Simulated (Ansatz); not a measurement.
# One shape, several levels: B2 (SMILES B#B)

Aim: a comparison of 6 runs (U-r2SCAN0/3-21G, U-revPBE/3-21G, UBHLYP/3-21G, RPA@PBE/6-31G, UCCSDT(Q)/6-31G, UCCSD/3-21G) of B2. 

The results are computed with Ansatz 0.2.0.

45 further runs of the same task are left out: 2 that didn't finish, 43 set aside as unsound or not needed.

### 1 The structure to begin with

The species is B2 (2 atoms), meant as a triplet with charge 0. As SMILES, `B#B`. The B2–B1 distance was set to 3.513 Å, away from the relaxed value.

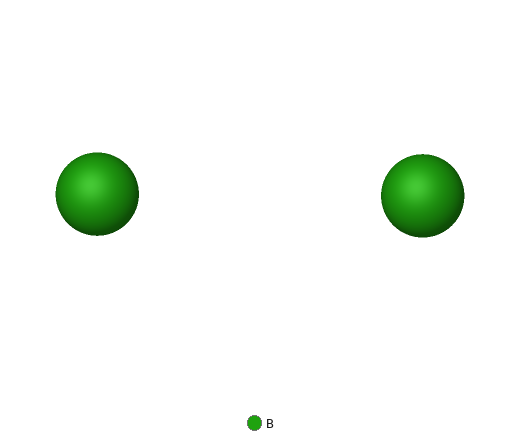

Viewed from a chosen angle; boron green.

### 2 A single-point energy at U-r2SCAN0/3-21G (run 1)

input.yaml

```yaml
crystal:
  periodic: [false, false, false]
  atoms:
    - {symbol: B, position_ang: [0.000000, 0.000000, -2.107680]}
    - {symbol: B, position_ang: [0.000000, 0.000000, 1.405120]}
basis:
  gaussian:
    orbitals: 3-21G.json
magnetization:
  spin_polarized: true
  initial_magnetization: 2
hamiltonian:
  xc: {name: r2SCAN0}
accuracy: high
```

The basis set 3-21G is read from a file made from the Basis Set Exchange's data (not shown).

Run with:

```sh
$ ansatz run input.yaml --threads 1 --pin off --max-ram 2610MiB --events-out events.jsonl --progress --plain --runs-dir runs
```

The program printed:

```text
Warning: RAYON_NUM_THREADS=1 ignored (pool sized by the plan → 1); use --threads N
Functional definition: r2SCAN0
  name "r2SCAN0"
  parameter a = 0.25
  parameter k0 = 0.174
  parameter k1 = 0.065
  parameter a1 = 4.9479
  exchange = (1 - a)*r2scan_x(k0 = k0, k1 = k1, a1 = a1) + a*exact_x
  correlation = r2scan_c
377 factors; integrals over basis functions are off by at most 2.0e-9 eV
mean field evaluation 1: about -1332.9073 eV, gradient 1.4e0 eV
mean field evaluation 2: about -1332.9371 eV, gradient 4.5e-1 eV
mean field evaluation 4: about -1332.9444 eV, gradient 2.2e-1 eV
mean field evaluation 8: about -1332.9469 eV, gradient 2.4e-3 eV
mean field evaluation 16: about -1332.9469 eV, gradient 8.1e-7 eV
mean field evaluation 32: about -1333.2939 eV, gradient 2.3e-1 eV
mean field evaluation 64: about -1332.9453 eV, gradient 6.0e-2 eV
mean field -1333.30627762 eV, -48.9981019550 hartree, gradient 6.4e-9 eV, S^2 2.004173; 6 other end points of the search recorded, 0 dependent functions left out
reference -1333.30627864 eV, -48.9981019927 hartree; 6, 4 occupied and 12, 14 virtual orbitals, 377 factors
Total energy: -1333.30627864 eV, -48.9981019927 hartree
```

Wall time 12 s (1 thread of Arm Neoverse N1, shared host); peak memory 0.14 GiB.

### 3 A single-point energy at U-revPBE/3-21G (run 2)

run.yaml

```yaml
crystal:
  periodic: [false, false, false]
  atoms:
    - {symbol: B, position_ang: [0.000000, 0.000000, -2.107680]}
    - {symbol: B, position_ang: [0.000000, 0.000000, 1.405120]}
basis:
  gaussian:
    orbitals: 3-21G.json
magnetization:
  spin_polarized: true
  initial_magnetization: 2
hamiltonian:
  xc: {name: revPBE}
accuracy: high
```

The basis set 3-21G is read from a file made from the Basis Set Exchange's data (not shown).

Run with:

```sh
$ ansatz run run.yaml --threads 1 --pin off --max-ram 2610MiB --events-out events.jsonl --progress --plain --runs-dir runs
```

The program printed (excerpt; [...] marks lines left out):

```text
Warning: RAYON_NUM_THREADS=1 ignored (pool sized by the plan → 1); use --threads N
Functional definition: revPBE
  name "revPBE"
[...]
377 factors; integrals over basis functions are off by at most 2.0e-9 eV
[...]
mean field -1334.24897926 eV, -49.0327456014 hartree, gradient 9.3e-10 eV, S^2 2.000763; 15 other end points of the search recorded, 0 dependent functions left out
reference -1334.24898253 eV, -49.0327457214 hartree; 6, 4 occupied and 12, 14 virtual orbitals, 377 factors
Total energy: -1334.24898253 eV, -49.0327457214 hartree
```

It took 6.3 s on 1 thread of Arm Neoverse N1, shared host.

Run 3 isn't shown in full; the table further down has it.

### 4 A single-point energy at RPA@PBE/6-31G (run 4)

Changes to run.yaml since step 3:

```diff
@@ -7,3 +7,3 @@
   gaussian:
-    orbitals: 3-21G.json
+    orbitals: 6-31G
 magnetization:
@@ -12,3 +12,6 @@
 hamiltonian:
-  xc: {name: revPBE}
+  xc: {name: PBE}
+correlation:
+  method: rpa
+  frozen_orbitals: {B: 1}
 accuracy: high
```

Run with:

```sh
$ ansatz run run.yaml --threads 1 --pin off --max-ram 2610MiB --events-out events.jsonl --progress --plain --runs-dir runs
```

The program printed (excerpt; [...] marks lines left out):

```text
Warning: RAYON_NUM_THREADS=1 ignored (pool sized by the plan → 1); use --threads N
Functional definition: PBE
  name "PBE"
[...]
407 factors; integrals over basis functions are off by at most 1.7e-9 eV
[...]
mean field -1339.33793753 eV, -49.2197613682 hartree, gradient 3.7e-8 eV, S^2 2.000778; 17 other end points of the search recorded, 0 dependent functions left out
2 core orbitals not correlated: weight in the atoms' cores, before any rotation towards them, 1.000 or more for the frozen orbitals, at most 0.000 for the correlated occupied ones
reference -1332.19186971 eV, -48.9571482197 hartree; 4, 2 occupied and 12, 14 virtual orbitals, 407 factors
Total energy: -1339.07506616 eV, -49.2101010237 hartree
```

It took 9.9 s on 1 thread of Arm Neoverse N1, shared host; peak memory 0.1 GiB.

Run 5 isn't shown in full; the table further down has it.

### 5 A single-point energy at UCCSD/3-21G (run 6)

Changes to run.yaml since step 4:

```diff
@@ -7,3 +7,3 @@
   gaussian:
-    orbitals: 6-31G
+    orbitals: 3-21G.json
 magnetization:
@@ -11,7 +11,7 @@
   initial_magnetization: 2
-hamiltonian:
-  xc: {name: PBE}
 correlation:
-  method: rpa
+  method: ccsd
   frozen_orbitals: {B: 1}
 accuracy: high
+scf:
+  omitted_lower_state_checks: [cluster_reference, increment]
```

The basis set 3-21G is read from a file made from the Basis Set Exchange's data (not shown).

Run with:

```sh
$ ansatz run run.yaml --threads 1 --pin off --max-ram 2610MiB --events-out events.jsonl --progress --plain --runs-dir runs
```

The program printed:

```text
Warning: RAYON_NUM_THREADS=1 ignored (pool sized by the plan → 1); use --threads N
[... 21 lines left out ...]
2 core orbitals not correlated: weight in the atoms' cores, before any rotation towards them, 1.000 or more for the frozen orbitals, at most 0.000 for the correlated occupied ones
[... 43 lines left out ...]
Total energy: -1329.65951606 eV, -48.8640859395 hartree
Checks for a lower state left out: cluster_reference, increment
```

It took 0.95 s on 1 thread of Arm Neoverse N1, shared host.

### 6 All runs side by side

| run | level | frozen core orbitals | energy (Eh) | ⟨S²⟩ | wall time |
| --- | --- | --- | --- | --- | --- |
| 1 | U-r2SCAN0/3-21G | – | -48.998102 | 2.004 | 12 s |
| 2 | U-revPBE/3-21G | – | -49.032746 | 2.001 | 6.3 s |
| 3 | UBHLYP/3-21G | – | -49.024203 | 2.001 | 3.3 s |
| 4 | RPA@PBE/6-31G | 2 | -49.210101 | 2.001 | 9.9 s |
| 5 | UCCSDT(Q)/6-31G | 2 | -49.130146 | 2.003 | 3.6 s |
| 6 | UCCSD/3-21G | 2 | -48.864086 | 2.003 | 0.95 s |

### 7 Results

| quantity | value |
| --- | --- |
| run 6: total energy | -48.86409 Eh |
| run 6: correlation energy (2 core orbitals frozen) | -82.5 mEh |
| run 6: ⟨S²⟩ of the reference determinant | 2.003 |
| run 6: T1 diagnostic | 0.015 |

**Reading.** Totals of different functionals can't be ranked against each other. All runs together took 36 s, the longest 12 s.
